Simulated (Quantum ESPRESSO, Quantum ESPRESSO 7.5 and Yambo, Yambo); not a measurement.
# SnSe2 (1T monolayer): G0W0 with Yambo, start to end

Aim: the G0W0 gap of SnSe2 (1T monolayer) on PBE, step by step.

Calculated with Quantum ESPRESSO 7.5 and Yambo 5.3.0; PBE and many-body steps on it, plane waves.

## (1) Starting point

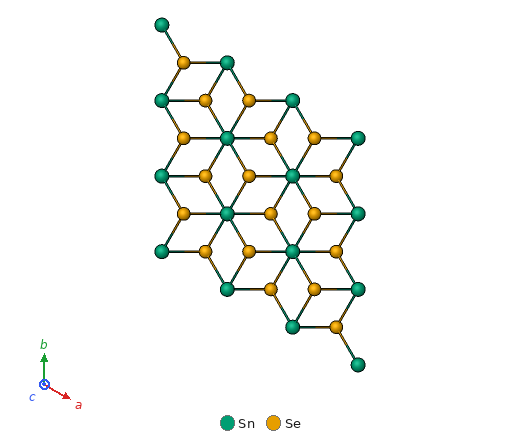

Start, viewed from above; tin teal, selenium orange. 3×3×1 cells are drawn. Some periodic images of atoms are drawn too.

The cell holds 3 atoms: 1 Sn and 2 Se. Its edges and angles: a = 3.872 Å, b = 3.872 Å, c = 15.000 Å, α = 90.0°, β = 90.0°, γ = 120.0°. Vacuum lies along c.

Structure file:

```cif
data_structure
_symmetry_space_group_name_H-M 'P 1'
_symmetry_Int_Tables_number 1
_cell_length_a 3.8717
_cell_length_b 3.8717
_cell_length_c 15.0000
_cell_angle_alpha 90.000
_cell_angle_beta 90.000
_cell_angle_gamma 120.000
_cell_volume 194.72
loop_
_atom_site_label
_atom_site_type_symbol
_atom_site_fract_x
_atom_site_fract_y
_atom_site_fract_z
_atom_site_occupancy
Sn1 Sn 0.00000 0.00000 0.50000 1
Se2 Se 0.33333 0.66667 0.60643 1
Se3 Se 0.66667 0.33333 0.39357 1
```

The structure was relaxed with PBE. The runs that relaxed it are not among those shown.

## (2) Ground state

This step: Quantum ESPRESSO 7.5; DFT, PBE, plane waves, norm-conserving pseudopotentials.

The ground-state density comes first.

Contents of pw.in:

```
&control
  calculation = 'scf'
  prefix = 'x'
  outdir = 'o'
  pseudo_dir = 'pseudo'
/
&system
  ibrav = 0
  nat = 3
  ntyp = 2
  ecutwfc = 104.0
  nbnd = 40
  force_symmorphic = .true.
/
&electrons
  conv_thr = 1e-10
  electron_maxstep = 80
  mixing_beta = 0.5
/
ATOMIC_SPECIES
  Sn 118.71 Sn.upf
  Se 78.971 Se.upf
CELL_PARAMETERS angstrom
  3.8716531358 0.0000000001 0.0000000000
  -1.9358265679 3.3529499702 0.0000000000
  0.0000000000 0.0000000000 15.0000000000
ATOMIC_POSITIONS crystal
  Sn 0.0000000000 0.0000000000 0.5000000000
  Se 0.3333333333 0.6666666667 0.6064273921
  Se 0.6666666667 0.3333333333 0.3935726079
K_POINTS automatic
  9 9 1 0 0 0
```

On the command line:

```sh
$ OMP_NUM_THREADS=1 mpirun -n 4 pw.x -nk 4 -in pw.in > pw.out
```

Output:

```text
Program PWSCF v.7.5 starts

     This program is part of the open-source Quantum ESPRESSO suite
     for quantum simulation of materials; please cite
         "P. Giannozzi et al., J. Phys.:Condens. Matter 21 395502 (2009);
         "P. Giannozzi et al., J. Phys.:Condens. Matter 29 465901 (2017);
         "P. Giannozzi et al., J. Chem. Phys. 152 154105 (2020);
     in publications or presentations arising from this work. More details at
     Message from routine setup:
     using ibrav=0 with symmetry is DISCOURAGED, use correct ibrav instead

     G-vector sticks info

     bravais-lattice index     =            0
     lattice parameter (alat)  =       7.3164  a.u.
     unit-cell volume          =    1314.0484 (a.u.)^3
     number of atoms/cell      =            3
     number of atomic types    =            2
     number of electrons       =        70.00
     number of Kohn-Sham states=           40
     kinetic-energy cutoff     =     104.0000  Ry
     charge density cutoff     =     416.0000  Ry
     scf convergence threshold =      1.0E-10
     mixing beta               =       0.5000
     number of iterations used =            8  plain     mixing
     Exchange-correlation= PBE
                           (   1   4   3   4   0   0   0)

     celldm(1)=   7.316364  celldm(2)=   0.000000  celldm(3)=   0.000000
     celldm(4)=   0.000000  celldm(5)=   0.000000  celldm(6)=   0.000000

     crystal axes: (cart. coord. in units of alat)
               a(1) = (   1.000000   0.000000   0.000000 )
               a(2) = (  -0.500000   0.866025   0.000000 )
               a(3) = (   0.000000   0.000000   3.874314 )

     reciprocal axes: (cart. coord. in units 2 pi/alat)
               b(1) = (  1.000000  0.577350 -0.000000 )
               b(2) = ( -0.000000  1.154701  0.000000 )
               b(3) = (  0.000000 -0.000000  0.258110 )
     Pseudo is Norm-conserving + core correction, Zval = 22.0
     Generated using ONCVPSP code by D. R. Hamann
     Using radial grid of 1628 points,  6 beta functions with:
     Pseudo is Norm-conserving + core correction, Zval = 24.0
     Generated using ONCVPSP code by D. R. Hamann
     Using radial grid of 1214 points,  6 beta functions with:
     Sn               22.00   118.71000     Sn( 1.00)
     Se               24.00    78.97100     Se( 1.00)

     12 Sym. Ops., with inversion, found

   Cartesian axes

     site n.     atom                  positions (alat units)
         1        Sn     tau(   1) = (   0.0000000   0.0000000   1.9371570  )
         2        Se     tau(   2) = (  -0.0000000   0.5773503   2.3494901  )
         3        Se     tau(   3) = (   0.5000000   0.2886751   1.5248239  )

     number of k points=    12
                       cart. coord. in units 2pi/alat
        k(    1) = (   0.0000000   0.0000000   0.0000000), wk =   0.0246914
        k(    2) = (  -0.0000000   0.1283001   0.0000000), wk =   0.1481481
        k(    3) = (  -0.0000000   0.2566001   0.0000000), wk =   0.1481481
        k(    4) = (  -0.0000000   0.3849002   0.0000000), wk =   0.1481481
        k(    5) = (  -0.0000000   0.5132002   0.0000000), wk =   0.1481481
        k(    6) = (   0.1111111   0.1924501   0.0000000), wk =   0.1481481
        k(    7) = (   0.1111111   0.3207501   0.0000000), wk =   0.2962963
        k(    8) = (   0.1111111   0.4490502   0.0000000), wk =   0.2962963
        k(    9) = (   0.1111111   0.5773503   0.0000000), wk =   0.1481481
        k(   10) = (   0.2222222   0.3849002   0.0000000), wk =   0.1481481
        k(   11) = (   0.2222222   0.5132002   0.0000000), wk =   0.2962963
        k(   12) = (   0.3333333   0.5773503   0.0000000), wk =   0.0493827

     Dense  grid:   188291 G-vectors     FFT dimensions: (  48,  48, 192)

     Initial potential from superposition of free atoms

     starting charge      69.9983, renormalised to      70.0000
     Starting wfcs are   39 randomized atomic wfcs +    1 random wfcs

     per-process dynamical memory:   155.9 Mb

     Self-consistent Calculation

     iteration #  1     ecut=   104.00 Ry     beta= 0.50

     Threshold (ethr) on eigenvalues was too large:
     Diagonalizing with lowered threshold

     total energy              =   -1796.24802686 Ry
     estimated scf accuracy    <       0.07862644 Ry

     iteration #  2     ecut=   104.00 Ry     beta= 0.50

     total energy              =   -1796.26169642 Ry
     estimated scf accuracy    <       0.02249547 Ry

     iteration #  3     ecut=   104.00 Ry     beta= 0.50

     total energy              =   -1796.26648322 Ry
     estimated scf accuracy    <       0.00351850 Ry

     iteration #  4     ecut=   104.00 Ry     beta= 0.50

     total energy              =   -1796.26696532 Ry
     estimated scf accuracy    <       0.00029157 Ry

     iteration #  5     ecut=   104.00 Ry     beta= 0.50

     total energy              =   -1796.26698002 Ry
     estimated scf accuracy    <       0.00000984 Ry

     iteration #  6     ecut=   104.00 Ry     beta= 0.50

     total energy              =   -1796.26698150 Ry
     estimated scf accuracy    <       0.00000051 Ry

     iteration #  7     ecut=   104.00 Ry     beta= 0.50

     total energy              =   -1796.26698163 Ry
     estimated scf accuracy    <       0.00000004 Ry

     iteration #  8     ecut=   104.00 Ry     beta= 0.50

     total energy              =   -1796.26698164 Ry
     estimated scf accuracy    <          2.1E-09 Ry

     iteration #  9     ecut=   104.00 Ry     beta= 0.50

     total energy              =   -1796.26698164 Ry
     estimated scf accuracy    <          5.2E-10 Ry

     iteration # 10     ecut=   104.00 Ry     beta= 0.50

     total energy              =   -1796.26698164 Ry
     estimated scf accuracy    <          1.4E-10 Ry

     iteration # 11     ecut=   104.00 Ry     beta= 0.50

     End of self-consistent calculation

          k = 0.0000 0.0000 0.0000 ( 23547 PWs)   bands (ev):

  -206.8538-206.8538-146.3464-146.3464-146.3464-146.3464-146.3058-146.3058
  -129.0063 -84.7844 -84.7844 -84.7746 -46.5280 -46.5280 -46.5280 -46.5280
   -46.4907 -46.4907 -46.4904 -46.4904 -46.4782 -46.4781 -20.9774 -20.9774
   -20.9474 -20.9376 -20.9376 -13.1638 -11.9054  -5.3968  -0.8812  -0.3098
    -0.3098   0.0635   0.0635   1.6366   3.1999   4.7148   4.7148   5.2980

          k =-0.0000 0.1283 0.0000 ( 23515 PWs)   bands (ev):

  -206.8538-206.8538-146.3464-146.3464-146.3464-146.3464-146.3058-146.3058
  -129.0063 -84.7845 -84.7844 -84.7746 -46.5280 -46.5280 -46.5280 -46.5280
   -46.4907 -46.4907 -46.4905 -46.4904 -46.4782 -46.4781 -20.9812 -20.9733
   -20.9447 -20.9404 -20.9375 -13.0524 -11.8304  -5.4346  -1.2575  -0.8338
    -0.6678  -0.4996   0.1471   2.1743   3.8056   4.5701   4.9788   5.5750

          k =-0.0000 0.2566 0.0000 ( 23509 PWs)   bands (ev):

  -206.8538-206.8538-146.3464-146.3464-146.3464-146.3464-146.3058-146.3058
  -129.0063 -84.7845 -84.7845 -84.7746 -46.5280 -46.5280 -46.5278 -46.5278
   -46.4907 -46.4907 -46.4905 -46.4905 -46.4781 -46.4780 -20.9927 -20.9643
   -20.9477 -20.9359 -20.9358 -12.7349 -11.6388  -5.6489  -2.5573  -1.4681
    -1.2318  -0.6520   0.0905   2.1035   4.1071   5.4484   5.4904   6.0120

          k =-0.0000 0.3849 0.0000 ( 23496 PWs)   bands (ev):

     [... further k-points ...]

     highest occupied, lowest unoccupied level (ev):     0.1471    0.9866

!    total energy              =   -1796.26698164 Ry
     estimated scf accuracy    <          1.3E-12 Ry

     The total energy is the sum of the following terms:
     one-electron contribution =   -4386.80149215 Ry
     hartree contribution      =    2118.00540847 Ry
     xc contribution           =    -169.38688323 Ry
     ewald contribution        =     641.91598527 Ry

     convergence has been achieved in  11 iterations

     XML data file, charge density, pseudopotentials, collected wavefunctions

=------------------------------------------------------------------------------=
   JOB DONE.
=------------------------------------------------------------------------------=
```

It took 61 s on 4 MPI ranks of Arm Neoverse V1, shared host; peak memory 1 GiB; 4 min of CPU time.

Numbers from this step:

| Quantity | Value |
| --- | --- |
| total energy | -24439.4573 eV |
| gap | 0.8394 eV |
| k of the valence top | 0, 0.1111, 0 |
| k of the conduction bottom | 0, 0.4444, 0 |
| least direct gap | 1.139 eV |

The gap is indirect, with the least direct gap 0.30 eV higher.

## (3) Bands along the symmetry lines

The cheap functional maps the bands first; the places of the edges decide which points the dearer methods must see.

Contents of pw.in:

```
&control
  calculation = 'bands'
  prefix = 'x'
  outdir = 'o'
  pseudo_dir = 'pseudo'
/
&system
  ibrav = 0
  nat = 3
  ntyp = 2
  ecutwfc = 104.0
  nbnd = 41
  force_symmorphic = .true.
/
&electrons
  conv_thr = 1e-9
  electron_maxstep = 80
  diago_full_acc = .true.
  diago_thr_init = 5e-6
/
ATOMIC_SPECIES
  Sn 118.71 Sn.upf
  Se 78.971 Se.upf
CELL_PARAMETERS angstrom
  3.8716531358 0.0000000001 0.0000000000
  -1.9358265679 3.3529499702 0.0000000000
  0.0000000000 0.0000000000 15.0000000000
ATOMIC_POSITIONS crystal
  Sn 0.0000000000 0.0000000000 0.5000000000
  Se 0.3333333333 0.6666666667 0.6064273921
  Se 0.6666666667 0.3333333333 0.3935726079
K_POINTS crystal
  25
  0.00000000 0.00000000 0.00000000 1
  0.06250000 0.00000000 0.00000000 1
  0.12500000 0.00000000 0.00000000 1
  0.18750000 0.00000000 0.00000000 1
  0.25000000 0.00000000 0.00000000 1
  0.31250000 0.00000000 0.00000000 1
  0.37500000 0.00000000 0.00000000 1
  0.43750000 0.00000000 0.00000000 1
  0.50000000 0.00000000 0.00000000 1
  0.47916667 0.04166667 0.00000000 1
  0.45833333 0.08333333 0.00000000 1
  0.43750000 0.12500000 0.00000000 1
  0.41666666 0.16666666 0.00000000 1
  0.39583333 0.20833333 0.00000000 1
  0.37500000 0.25000000 0.00000000 1
  0.35416666 0.29166666 0.00000000 1
  0.33333333 0.33333333 0.00000000 1
  0.29166666 0.29166666 0.00000000 1
  0.25000000 0.25000000 0.00000000 1
  0.20833333 0.20833333 0.00000000 1
  0.16666666 0.16666666 0.00000000 1
  0.12500000 0.12500000 0.00000000 1
  0.08333333 0.08333333 0.00000000 1
  0.04166667 0.04166667 0.00000000 1
  0.00000000 0.00000000 0.00000000 1
```

Output:

```text
[banner, memory and clock lines left out]
Program PWSCF v.7.5 starts

     Atomic positions and unit cell read from directory:
     o/x.save/

     Message from routine setup:
     using ibrav=0 with symmetry is DISCOURAGED, use correct ibrav instead

     G-vector sticks info

     bravais-lattice index     =            0
     lattice parameter (alat)  =       7.3164  a.u.
     unit-cell volume          =    1314.0484 (a.u.)^3
     number of atoms/cell      =            3
     number of atomic types    =            2
     number of electrons       =        70.00
     number of Kohn-Sham states=           41
     kinetic-energy cutoff     =     104.0000  Ry
     charge density cutoff     =     416.0000  Ry
     Exchange-correlation= PBE
                           (   1   4   3   4   0   0   0)

     celldm(1)=   7.316364  celldm(2)=   0.000000  celldm(3)=   0.000000
     celldm(4)=   0.000000  celldm(5)=   0.000000  celldm(6)=   0.000000

     crystal axes: (cart. coord. in units of alat)
               a(1) = (   1.000000   0.000000   0.000000 )
               a(2) = (  -0.500000   0.866025   0.000000 )
               a(3) = (   0.000000   0.000000   3.874314 )

     reciprocal axes: (cart. coord. in units 2 pi/alat)
               b(1) = (  1.000000  0.577350 -0.000000 )
               b(2) = ( -0.000000  1.154701  0.000000 )
               b(3) = (  0.000000 -0.000000  0.258110 )
     Pseudo is Norm-conserving + core correction, Zval = 22.0
     Generated using ONCVPSP code by D. R. Hamann
     Using radial grid of 1628 points,  6 beta functions with:
     Pseudo is Norm-conserving + core correction, Zval = 24.0
     Generated using ONCVPSP code by D. R. Hamann
     Using radial grid of 1214 points,  6 beta functions with:
     Sn               22.00   118.71000     Sn( 1.00)
     Se               24.00    78.97100     Se( 1.00)

     12 Sym. Ops., with inversion, found

   Cartesian axes

     site n.     atom                  positions (alat units)
         1        Sn     tau(   1) = (   0.0000000   0.0000000   1.9371570  )
         2        Se     tau(   2) = (  -0.0000000   0.5773503   2.3494901  )
         3        Se     tau(   3) = (   0.5000000   0.2886751   1.5248239  )

     number of k points=    25
                       cart. coord. in units 2pi/alat
        k(    1) = (   0.0000000   0.0000000   0.0000000), wk =   0.0800000
        k(    2) = (   0.0625000   0.0360844   0.0000000), wk =   0.0800000
        k(    3) = (   0.1250000   0.0721688   0.0000000), wk =   0.0800000
[...]
[... 13 further rows ...]
        k(   24) = (   0.0416667   0.0721688   0.0000000), wk =   0.0800000
        k(   25) = (   0.0000000   0.0000000   0.0000000), wk =   0.0800000

     Dense  grid:   188291 G-vectors     FFT dimensions: (  48,  48, 192)

     The potential is recalculated from file :
     o/x.save/charge-density

     Starting wfcs are   39 randomized atomic wfcs +    2 random wfcs

     Band Structure Calculation

     End of band structure calculation

          k = 0.0000 0.0000 0.0000 ( 23547 PWs)   bands (ev):

  -206.8538-206.8538-146.3464-146.3464-146.3464-146.3464-146.3058-146.3058
  -129.0063 -84.7844 -84.7844 -84.7746 -46.5280 -46.5280 -46.5280 -46.5280
   -46.4907 -46.4907 -46.4904 -46.4904 -46.4782 -46.4781 -20.9774 -20.9774
   -20.9474 -20.9376 -20.9376 -13.1638 -11.9054  -5.3968  -0.8812  -0.3098
[...]
5.9064

          k = 0.0625 0.0361 0.0000 ( 23525 PWs)   bands (ev):

  -206.8538-206.8538-146.3464-146.3464-146.3464-146.3464-146.3058-146.3058
[...]
5.9344

          k = 0.1250 0.0722 0.0000 ( 23505 PWs)   bands (ev):

  -206.8538-206.8538-146.3464-146.3464-146.3464-146.3464-146.3058-146.3058
[...]
6.0174

[...]
k = 0.0417 0.0722 0.0000 ( 23511 PWs)   bands (ev):

  -206.8538-206.8538-146.3464-146.3464-146.3464-146.3464-146.3058-146.3058
[...]
5.9438

          k = 0.0000 0.0000 0.0000 ( 23547 PWs)   bands (ev):

  -206.8538-206.8538-146.3464-146.3464-146.3464-146.3464-146.3058-146.3058
[...]
-20.9474 -20.9376 -20.9376 -13.1638 -11.9054  -5.3968  -0.8812  -0.3098
    -0.3098   0.0636   0.0636   1.6366   3.1999   4.7148   4.7148   5.2981
     5.9064

     XML data file, pseudopotentials, collected wavefunctions
```

The job ended after 25 s (4 MPI ranks; peak memory 0.82 GiB).

This step gave:

* gap: 0.7804 eV
* k of the valence top: 0.125, 0, 0
* k of the conduction bottom: 0.5, 0, 0
* least direct gap: 1.097 eV

The gap is 0.780 eV, −0.059 eV from the run before at this level.

Electronic bands along the path, in eV, zero at the top of the highest filled band:

```tsv
point	band 32	band 33	band 34	band 35	band 36	band 37	band 38	band 39
Γ	-0.46	-0.46	-0.09	-0.09	1.49	3.05	4.56	4.56
M	-2.20	-2.14	-0.66	-0.32	0.78	4.09	5.42	5.71
K	-3.50	-3.13	-0.78	-0.78	1.79	5.26	5.26	6.51
Γ	-0.46	-0.46	-0.09	-0.09	1.49	3.05	4.56	4.56
```

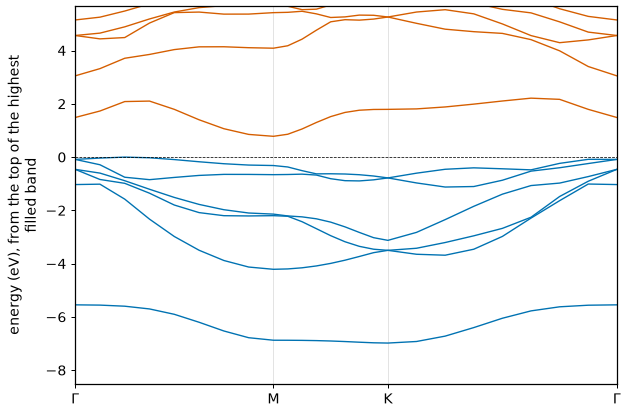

Electronic bands along the path; lines of filled and empty bands in two colours.

(Continued in part 2 of 3.)

[Paths, hosts, dates, memory and timing lines, banners, echoed tables and standing remarks are left out of the program output.]

[Logs are printed without paths, hosts, clocks, repeated set-up lines and the standing remarks that a program may print on its own settings, such as how far it seeks lower states.]

[Runs of the session that timed out or met a known fault of the program may be left out.]

[Hosts, paths, dates, database ids (printed as entryN), source tags and the programs' standing remarks are cut or masked in the printed files.]
